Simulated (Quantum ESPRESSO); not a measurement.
# Aluminum (Fm-3m): electron-phonon coupling, part 2 of 3

How strong is the electron-phonon coupling in Aluminum (Fm-3m)?

Quantum ESPRESSO 7.5; DFT LDA, scalar-relativistic, plane waves, PseudoDojo norm-conserving pseudopotentials.

So far. Step 2 (A probe with smearing): No gap opens on this mesh, so smearing is kept; the start stands at -4.0 GPa. Step 4 (Ground state): The cell stands at 0.0070 GPa, close enough for phonons. The relaxed cell has a = 3.978 Å (conventional setting).

### 7. Linear response on the mesh

Linear response treats each wavevector in the unit cell, with no supercell; the 4×4×4 mesh fixes the range of the force constants to be had. The change of the potential is kept for the electron-phonon matrix elements.

ph.in reads:

```
phonons
&INPUTPH
  prefix          = 'x'
  outdir          = './tmp'
  fildyn          = 'x.dyn'
  tr2_ph          = 1.0d-18
  alpha_mix(1)    = 0.4
  nmix_ph         = 8
  ldisp           = .true.
  nq1             = 4
  nq2             = 4
  nq3             = 4
  electron_phonon = 'interpolated'
  fildvscf        = 'dvscf'
  el_ph_sigma     = 0.005
  el_ph_nsigma    = 10
/
```

Launch:

```console
OMP_NUM_THREADS=1 mpirun -n 4 ph.x -nk 4 -in ph.in > ph.out
```

Numbers of over 12 decimals in the logs are rounded to 6 here.

The program printed:

```text
[banners, grids, parts of the stress and lines that vanish by symmetry left out]
[banner, memory and clock lines left out]
Program PHONON v.7.5

     ./tmp/x.save/

     IMPORTANT: XC functional enforced from input :
     Exchange-correlation= PW
                           (   1   4   0   0   0   0   0)
     Any further DFT definition will be discarded
     Please, verify this is what you really want

     G-vector sticks info

     Reading collected, re-writing distributed wavefunctions in ./tmp/

     Dynamical matrices for ( 4, 4, 4)  uniform grid of q-points
     (   8 q-points):
       N         xq(1)         xq(2)         xq(3)
       1   0.000000000   0.000000000   0.000000000
       2   0.176776695   0.176776695  -0.176776695
[...]
Number and degeneracy of irreps per q-point
       N         xq(1)         xq(2)         xq(3)   N irreps
       1   0.000000000   0.000000000   0.000000000       1
        3
       2   0.176776695   0.176776695  -0.176776695       2
        1   2
[...]
1   2
[...]
1   2
[...]
No degeneracy
[...]
No degeneracy
       7  -0.707106781   0.000000000   0.000000000       2
        1   2
       8  -0.707106781   0.353553391   0.000000000       2
        1   2

     Saving dvscf to file. Distribute only q points, not irreducible representations.

     Calculation of q =    0.0000000   0.0000000   0.0000000

     phonons

     bravais-lattice index     =            0
     lattice parameter (alat)  =       5.3161  a.u.
     unit-cell volume          =     106.2338 (a.u.)^3
     number of atoms/cell      =            1
     number of atomic types    =            1
     kinetic-energy cut-off    =      44.0000  Ry
     charge density cut-off    =     176.0000  Ry
     convergence threshold     =      1.0E-18
     beta                      =       0.4000
     number of iterations used =            8
     Exchange-correlation= PW
                           (   1   4   0   0   0   0   0)

     celldm(1)=    5.31609  celldm(2)=    0.00000  celldm(3)=    0.00000
     celldm(4)=    0.00000  celldm(5)=    0.00000  celldm(6)=    0.00000

     crystal axes: (cart. coord. in units of alat)
               a(1) = (  0.0000  0.7071  0.7071 )
               a(2) = (  0.7071  0.0000  0.7071 )
               a(3) = (  0.7071  0.7071  0.0000 )

     reciprocal axes: (cart. coord. in units 2 pi/alat)
               b(1) = ( -0.7071  0.7071  0.7071 )
               b(2) = (  0.7071 -0.7071  0.7071 )
               b(3) = (  0.7071  0.7071 -0.7071 )

     Atoms inside the unit cell:

     Cartesian axes

     site n.  atom      mass           positions (alat units)
        1  Al     26.9815   tau(    1) = (    0.00000    0.00000    0.00000  )

     Computing dynamical matrix for
                    q = (   0.0000000   0.0000000   0.0000000 )

     49 Sym.Ops. (with q -> -q+G )

     G cutoff =  125.9906  (   4279 G-vectors)     FFT grid: ( 24, 24, 24)

     number of k points=   145  Marzari-Vanderbilt smearing, width (Ry)=  0.0200

     PseudoPot. # 1 for Al read from file:
     ./pseudo/Al.upf
     Pseudo is Norm-conserving + core correction, Zval =  3.0

     Mode symmetry, O_h (m-3m)  point group:

     Atomic displacements:
     There are    1 irreducible representations

     Representation     1      3 modes -  To be done

     Alpha used in Ewald sum =   2.0000

     Representation #   1 modes #   1   2   3

     Self-consistent Calculation
      iter #   1   av.it.:   4.5
      thresh= 1.000E-02 alpha_mix =  0.400 |ddv_scf|^2 =  2.430E-08
      iter #   2   av.it.:   7.6
      thresh= 1.559E-05 alpha_mix =  0.400 |ddv_scf|^2 =  6.973E-09
[...]
End of self-consistent calculation

     Convergence has been achieved

     Number of q in the star =    1
     List of q in the star:
[...]
Diagonalizing the dynamical matrix

     q = (    0.000000000   0.000000000   0.000000000 )

 **************************************************************************
     freq (    1) =       0.005000 [THz] =       0.166775 [cm-1]
     freq (    2) =       0.005000 [THz] =       0.166775 [cm-1]
     freq (    3) =       0.005000 [THz] =       0.166775 [cm-1]
 **************************************************************************

     Mode symmetry, O_h (m-3m)  point group:

     freq (   1-   3) =          0.2  [cm-1]   --> T_1u G_15  G_4- I
     Electron-phonon interaction  ...

     [... narrower broadenings left out ...]
     Gaussian Broadening:   0.020 Ry, ngauss=   0
     DOS =  2.648609 states/spin/Ry/Unit Cell at Ef=  8.205894 eV
     lambda(    1)=  0.0000   gamma=    0.11 GHz
     lambda(    2)=  0.0000   gamma=    0.09 GHz
     lambda(    3)=  0.0000   gamma=    0.10 GHz
     [... wider broadenings left out ...]

     Number of q in the star =    1
     List of q in the star:
[...]
Calculation of q =    0.1767767   0.1767767  -0.1767767
     [... set-up and bands at k+q left out ...]

     Mode symmetry, C_3v (3m)   point group:

     Atomic displacements:
     There are    2 irreducible representations

     Representation     1      1 modes -  To be done

[...]
Message from routine init_vloc:
     Interpolation table for Vloc re-allocated

     Alpha used in Ewald sum =   2.0000

     Representation #   1 mode #   1

     Self-consistent Calculation

[...]
[... iterations left out ...]
[...]
End of self-consistent calculation

     Convergence has been achieved

     Representation #   2 modes #   2   3

[...]
[... iterations left out ...]
[...]
Convergence has been achieved

[...]
Diagonalizing the dynamical matrix

     q = (    0.176776695   0.176776695  -0.176776695 )

[...]
freq (    1) =       3.457531 [THz] =     115.330827 [cm-1]
     freq (    2) =       3.457531 [THz] =     115.330827 [cm-1]
     freq (    3) =       7.091532 [THz] =     236.548045 [cm-1]
[...]
Mode symmetry, C_3v (3m)   point group:

     freq (   1-   2) =        115.3  [cm-1]   --> E    L_3
     freq (   3-   3) =        236.5  [cm-1]   --> A_1  L_1
     Electron-phonon interaction  ...

     [... narrower broadenings left out ...]
     Gaussian Broadening:   0.020 Ry, ngauss=   0
     DOS =  2.648609 states/spin/Ry/Unit Cell at Ef=  8.205894 eV
     lambda(    1)=  0.0612   gamma=    1.85 GHz
     lambda(    2)=  0.0606   gamma=    1.83 GHz
     lambda(    3)=  0.1924   gamma=   24.47 GHz
     [... wider broadenings left out ...]

[...]
[... set-up and bands at k+q left out ...]

     Mode symmetry, D_3d (-3m)  point group:

[...]
Representation #   1 mode #   1

[...]
Convergence has been achieved

     Representation #   2 modes #   2   3

[...]
Convergence has been achieved

[...]
q = (   -0.353553391  -0.353553391   0.353553391 )

[...]
freq (    1) =       4.340437 [THz] =     144.781379 [cm-1]
     freq (    2) =       4.340437 [THz] =     144.781379 [cm-1]
     freq (    3) =       9.864117 [THz] =     329.031537 [cm-1]
[...]
Mode symmetry, D_3d (-3m)  point group:

     freq (   1-   2) =        144.8  [cm-1]   --> E_u  L_3'
     freq (   3-   3) =        329.0  [cm-1]   --> A_2u L_2'
[...]
lambda(    1)=  0.0948   gamma=    4.51 GHz
     lambda(    2)=  0.0914   gamma=    4.36 GHz
     lambda(    3)=  0.1623   gamma=   39.93 GHz
[...]
Mode symmetry, C_4v (4mm)  point group:

[...]
Convergence has been achieved

     Representation #   2 modes #   2   3

[...]
Convergence has been achieved

[...]
q = (    0.353553391   0.000000000   0.000000000 )

[...]
freq (    1) =       4.306283 [THz] =     143.642155 [cm-1]
     freq (    2) =       4.306283 [THz] =     143.642155 [cm-1]
     freq (    3) =       7.462875 [THz] =     248.934713 [cm-1]
[...]
Mode symmetry, C_4v (4mm)  point group:

     freq (   1-   2) =        143.6  [cm-1]   --> E    G_5 D_5
     freq (   3-   3) =        248.9  [cm-1]   --> A_1  G_1 D_1
[...]
lambda(    1)=  0.1162   gamma=    5.45 GHz
     lambda(    2)=  0.1149   gamma=    5.39 GHz
     lambda(    3)=  0.2363   gamma=   33.28 GHz
[...]
Mode symmetry, C_s (m)     point group:

[...]
Convergence has been achieved

[...]
Convergence has been achieved

[...]
Convergence has been achieved

[...]
q = (   -0.176776695  -0.530330086   0.530330086 )

[...]
freq (    1) =       5.341817 [THz] =     178.183819 [cm-1]
     freq (    2) =       6.809113 [THz] =     227.127548 [cm-1]
     freq (    3) =       9.064171 [THz] =     302.348216 [cm-1]
[...]
Mode symmetry, C_s (m)     point group:

     freq (   1-   1) =        178.2  [cm-1]   --> A''
     freq (   2-   2) =        227.1  [cm-1]   --> A'
     freq (   3-   3) =        302.3  [cm-1]   --> A'
[...]
lambda(    1)=  0.1114   gamma=    8.04 GHz
     lambda(    2)=  0.0927   gamma=   10.87 GHz
     lambda(    3)=  0.1901   gamma=   39.51 GHz
[...]
Mode symmetry, C_2v (mm2)  point group:

[...]
Convergence has been achieved

[...]
Convergence has been achieved

[...]
Convergence has been achieved

[...]
q = (    0.000000000  -0.353553391   0.353553391 )

[...]
freq (    1) =       4.802976 [THz] =     160.210034 [cm-1]
     freq (    2) =       6.667535 [THz] =     222.405037 [cm-1]
     freq (    3) =       8.493628 [THz] =     283.316921 [cm-1]
[...]
Mode symmetry, C_2v (mm2)  point group:

     freq (   1-   1) =        160.2  [cm-1]   --> B_1  D_3  S_3
     freq (   2-   2) =        222.4  [cm-1]   --> B_2  D_4  S_4
     freq (   3-   3) =        283.3  [cm-1]   --> A_1  D_1  S_1
[...]
lambda(    1)=  0.0244   gamma=    1.42 GHz
     lambda(    2)=  0.1218   gamma=   13.70 GHz
     lambda(    3)=  0.2318   gamma=   42.30 GHz
[...]
Calculation of q =   -0.7071068   0.0000000   0.0000000
     [... set-up and bands at k+q left out ...]

     Mode symmetry, D_4h(4/mmm) point group:

     Atomic displacements:
     There are    2 irreducible representations

[...]
Alpha used in Ewald sum =   2.0000

     Representation #   1 mode #   1

[...]
Convergence has been achieved

     Representation #   2 modes #   2   3

[...]
Convergence has been achieved

[...]
Diagonalizing the dynamical matrix

     q = (   -0.707106781   0.000000000   0.000000000 )

[...]
freq (    1) =       6.067234 [THz] =     202.381139 [cm-1]
     freq (    2) =       6.067234 [THz] =     202.381139 [cm-1]
     freq (    3) =       9.794648 [THz] =     326.714303 [cm-1]
[...]
Mode symmetry, D_4h(4/mmm) point group:

     freq (   1-   2) =        202.4  [cm-1]   --> E_u  X_5' M_5'
     freq (   3-   3) =        326.7  [cm-1]   --> A_2u X_4' M_4'
     Electron-phonon interaction  ...

     [... narrower broadenings left out ...]
     Gaussian Broadening:   0.020 Ry, ngauss=   0
     DOS =  2.648609 states/spin/Ry/Unit Cell at Ef=  8.205894 eV
     lambda(    1)=  0.1526   gamma=   14.21 GHz
     lambda(    2)=  0.1461   gamma=   13.60 GHz
     lambda(    3)=  0.1388   gamma=   33.67 GHz
     [... wider broadenings left out ...]

[...]
Calculation of q =   -0.7071068   0.3535534   0.0000000
     [... set-up and bands at k+q left out ...]

     Mode symmetry, D_2d (-42m) point group:

     Atomic displacements:
     There are    2 irreducible representations

     Representation     1      1 modes -  To be done

     Representation     2      2 modes -  To be done

     Alpha used in Ewald sum =   2.0000

     Representation #   1 mode #   1

     Self-consistent Calculation

[...]
[... iterations left out ...]
[...]
End of self-consistent calculation

     Convergence has been achieved

     Representation #   2 modes #   2   3

     Self-consistent Calculation

      iter #   1   av.it.:   5.0
      thresh= 1.000E-02 alpha_mix =  0.400 |ddv_scf|^2 =  8.201E-07

      [... iterations left out ...]
      iter #   8   av.it.:   7.7
      thresh= 5.021E-10 alpha_mix =  0.400 |ddv_scf|^2 =  1.681E-19

     End of self-consistent calculation

     Convergence has been achieved

     Number of q in the star =    6
     List of q in the star:
[...]
Diagonalizing the dynamical matrix

     q = (   -0.707106781   0.353553391   0.000000000 )

 **************************************************************************
     freq (    1) =       6.715100 [THz] =     223.991638 [cm-1]
     freq (    2) =       8.304615 [THz] =     277.012130 [cm-1]
     freq (    3) =       8.304615 [THz] =     277.012130 [cm-1]
 **************************************************************************

     Mode symmetry, D_2d (-42m) point group:

     freq (   1-   1) =        224.0  [cm-1]   --> B_2  X_3  W_2
     freq (   2-   3) =        277.0  [cm-1]   --> E    X_5  W_3
     Electron-phonon interaction  ...

     [... narrower broadenings left out ...]
     Gaussian Broadening:   0.020 Ry, ngauss=   0
     DOS =  2.648609 states/spin/Ry/Unit Cell at Ef=  8.205894 eV
     lambda(    1)=  0.0872   gamma=    9.94 GHz
     lambda(    2)=  0.2040   gamma=   35.58 GHz
     lambda(    3)=  0.2039   gamma=   35.57 GHz
     [... wider broadenings left out ...]

     Number of q in the star =    6
     List of q in the star:
[...]
5   0.353553391  -0.000000000  -0.707106781
          6  -0.353553391   0.000000000   0.707106781


[key lines of the parts left out:]
the Fermi energy is     8.2399 ev
```

It took 20 min on 4 MPI ranks of Intel Xeon at 2.50GHz (Skylake/Cascade Lake), shared host.

Read from the output:

| Property | Result |
| --- | --- |
| largest acoustic frequency at the zone centre before the sum rule | 0.17 cm⁻¹ |
| lowest mode on the q mesh (acoustic ones at the zone centre apart) | 115.3 cm⁻¹ |

Frequencies (cm⁻¹) at each irreducible wavevector; negative means imaginary. Frequencies by wavevector:

| q (fractions) | star | mode 1 | mode 2 | mode 3 |
| --- | --- | --- | --- | --- |
| 0 0 0 | 1 | 0.17 | 0.17 | 0.17 |
| 0 0 0.25 | 8 | 115.3 | 115.3 | 236.6 |
| 0 0 -0.5 | 4 | 144.8 | 144.8 | 329 |
| 0 0.25 0.25 | 6 | 143.6 | 143.6 | 248.9 |
| 0 0.25 -0.5 | 24 | 178.2 | 227.1 | 302.4 |
| 0 0.25 -0.25 | 12 | 160.2 | 222.4 | 283.3 |
| 0 -0.5 -0.5 | 3 | 202.4 | 202.4 | 326.7 |
| 0.25 -0.5 -0.25 | 6 | 224 | 277 | 277 |

Couplings of single modes at a Gaussian broadening of 0.02 Ry, as ph.x prints them; it sets λ to zero for modes under 20 cm⁻¹. Mode couplings:

| q (fractions) | mode | frequency (cm⁻¹) | λ | linewidth γ (GHz) |
| --- | --- | --- | --- | --- |
| 0 0 0.25 | 1 | 115.3 | 0.0612 | 1.85 |
| 0 0 0.25 | 2 | 115.3 | 0.0606 | 1.83 |
| 0 0 0.25 | 3 | 236.6 | 0.1924 | 24.47 |
| 0 0 -0.5 | 1 | 144.8 | 0.0948 | 4.51 |
| 0 0 -0.5 | 2 | 144.8 | 0.0914 | 4.36 |
| 0 0 -0.5 | 3 | 329 | 0.1623 | 39.93 |
| 0 0.25 0.25 | 1 | 143.6 | 0.1162 | 5.45 |
| 0 0.25 0.25 | 2 | 143.6 | 0.1149 | 5.39 |
| 0 0.25 0.25 | 3 | 248.9 | 0.2363 | 33.28 |
| 0 0.25 -0.5 | 1 | 178.2 | 0.1114 | 8.04 |
| 0 0.25 -0.5 | 2 | 227.1 | 0.0927 | 10.87 |
| 0 0.25 -0.5 | 3 | 302.4 | 0.1901 | 39.51 |
| 0 0.25 -0.25 | 1 | 160.2 | 0.0244 | 1.42 |
| 0 0.25 -0.25 | 2 | 222.4 | 0.1218 | 13.7 |
| 0 0.25 -0.25 | 3 | 283.3 | 0.2318 | 42.3 |
| 0 -0.5 -0.5 | 1 | 202.4 | 0.1526 | 14.21 |
| 0 -0.5 -0.5 | 2 | 202.4 | 0.1461 | 13.6 |
| 0 -0.5 -0.5 | 3 | 326.7 | 0.1388 | 33.67 |
| 0.25 -0.5 -0.25 | 1 | 224 | 0.0872 | 9.94 |
| 0.25 -0.5 -0.25 | 2 | 277 | 0.204 | 35.58 |
| 0.25 -0.5 -0.25 | 3 | 277 | 0.2039 | 35.57 |

The acoustic modes at Γ come out as far as 0.2 cm⁻¹ from zero, where they should vanish, a small numerical error.

### 8. Fourier transform to real space

The dynamical matrices of the mesh are Fourier-transformed to force constants in real space.

q2r.in reads:

```
&INPUT
  fildyn = 'x.dyn'
  zasr   = 'crystal'
  flfrc  = 'x.fc'
  la2F   = .true.
/
```

Launch:

```console
q2r.x < q2r.in > q2r.out
```

The program printed:

```text
[banners, grids, parts of the stress and lines that vanish by symmetry left out]
[banner, memory and clock lines left out]
Program Q2R v.7.5

  reading grid info from file x.dyn0

  reading force constants from file x.dyn1
  Dielectric Tensor not found
  nqs=            1
 q=   0.00000000  0.00000000  0.00000000
  reading force constants from file x.dyn2
  nqs=            8
 q=   0.17677670  0.17677670 -0.17677670
[...]
reading force constants from file x.dyn7
  nqs=            3
[...]
reading force constants from file x.dyn8
  nqs=            6
[...]
q=   0.35355339 -0.00000000 -0.70710678
 q=  -0.35355339  0.00000000  0.70710678

      q-space grid ok, #points =   64

      fft-check success (sum of imaginary terms < 10^-12)

   Preparing gamma for a2F

 Broadening =      0.005
      q-space grid ok, #points =   64

      fft-check success (sum of imaginary terms < 10^-12)

 Broadening =      0.010
[...]
Broadening =      0.045
      q-space grid ok, #points =   64

      fft-check success (sum of imaginary terms < 10^-12)

 Broadening =      0.050
      q-space grid ok, #points =   64

      fft-check success (sum of imaginary terms < 10^-12)
```

Run time: 1.1 s. Hardware: 1 thread.

### 9. Dispersion

From the force constants any wavevector is cheap; points of the mesh come back as solved, but for the sum rule and, in polar crystals, the LO-TO term at Γ; the rest is interpolation.

matdyn.in reads:

```
&INPUT
  asr              = 'crystal'
  flfrc            = 'x.fc'
  flfrq            = 'x.freq'
  flvec            = 'x.modes'
  q_in_band_form   = .true.
  q_in_cryst_coord = .true.
/
8
  0.0000000   0.0000000   0.0000000  12  ! GAMMA
  0.5000000  -0.0000000   0.5000000  12  ! X
  0.6250000   0.2500000   0.6250000   1  ! U
  0.3750000   0.3750000   0.7500000  12  ! K
  0.0000000   0.0000000   0.0000000  12  ! GAMMA
  0.5000000   0.5000000   0.5000000  12  ! L
  0.5000000   0.2500000   0.7500000  12  ! W
  0.5000000  -0.0000000   0.5000000   1  ! X
```

Launch:

```console
matdyn.x -in matdyn.in > matdyn.out
```

The program printed:

```text
[banner, memory and clock lines left out]
Program MATDYN v.7.5

 mass for atomic type   1 not given; uses mass from file x.fc
 Norm of the difference between old and new effective charges:    0.000000

 Norm of the difference between old and new force-constants:   1.29905e-08

     Message from routine matdyn:
     Z* not found in file x.fc, TO-LO splitting at q=0 will be absent!
     Message from routine matdyn:
     Z* not found in file x.fc, TO-LO splitting at q=0 will be absent!

Note: The following floating-point exceptions are signalling: IEEE_UNDERFLOW_FLAG
```

Elapsed: 0.89 s, on 1 thread.

This step gave:

- lowest frequency on the path: 0 cm⁻¹
- mean frequency: 215.9 cm⁻¹
- Debye temperature (second moment): 418 K
- logarithmic mean frequency: 205.5 cm⁻¹

Matdyn.x, sum rule crystal. Phonon branches along the path, in cm⁻¹:

| point | branch 1 | branch 2 | branch 3 |
| --- | --- | --- | --- |
| Γ | 0 | 0 | 0 |
| X | 202 | 202 | 327 |
| U | 192 | 266 | 296 |
| jump to K | 192 | 266 | 296 |
| Γ | 0 | 0 | 0 |
| L | 145 | 145 | 329 |
| W | 224 | 277 | 277 |
| X | 202 | 202 | 327 |

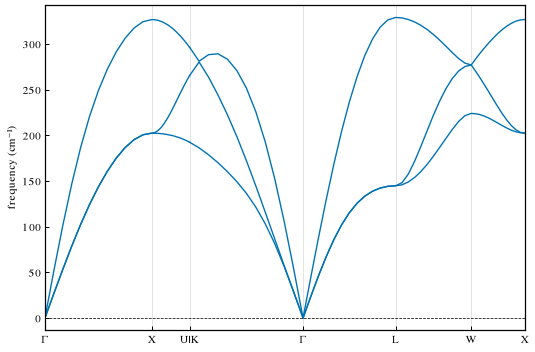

Phonon branches along the path.

Lowest modes at the softest wavevector of the mesh; phase exp(i q.(R + tau)). Modes at q = (0.250, 0.000, 0.000):

| mode | frequency (cm⁻¹) |
| --- | --- |
| 1 | 115.3 |
| 2 | 115.3 |
| 3 | 236.5 |

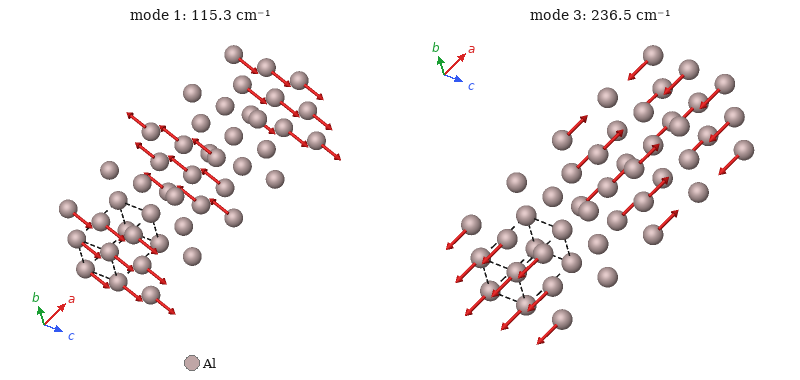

Displacement patterns of modes 1 and 3 at q = (0.250, 0.000, 0.000); arrows are exaggerated. 4×2×2 cells are drawn. The axes are those of the cell as run, not the conventional ones. Some periodic images of atoms are drawn too.

Force constants by pair (phonopy on the run's constants); pairs near half the supercell's span include their periodic images. Pair force constants, by row:

| atom | neighbour | distance (Å) | third of the trace (eV/Å²) | along the pair's line (eV/Å²) |
| --- | --- | --- | --- | --- |
| Al1 | itself | 0 | 5.027 | – |
| Al1 | Al | 2.813 | -0.3918 | -1.359 |
| Al1 | Al | 3.978 | -0.022 | -0.1121 |
| Al1 | Al | 4.873 | 0.0063 | 0.0281 |
| Al1 | Al | 5.626 | -0.0355 | -0.1039 |
| Al1 | Al | 6.29 | -0.0107 | -0.0312 |
| Al1 | Al | 6.891 | -0.0058 | -0.0058 |

Harmonic mean-square displacement, third of the trace. Mean-square displacements:

| T (K) | Al1 U_eq (Å²) |
| --- | --- |
| 0 | 0.00323 |
| 100 | 0.00406 |
| 300 | 0.00877 |
| 600 | 0.0168 |

Mode patterns, pair constants, displacements and means over the zone were worked out by phonopy from the force constants of q2r.x.

All branches are real along the path.

[end of part 2 of 3]

[Host names and launcher messages were left out of these logs when they were recorded.]

[Logs are printed without paths, hosts, clocks, repeated set-up lines and the standing remarks that a program may print on its own settings, such as how far it seeks lower states.]

[Hosts, paths, dates, database ids (printed as entryN), source tags and the programs' standing remarks are cut or masked in the printed files.]
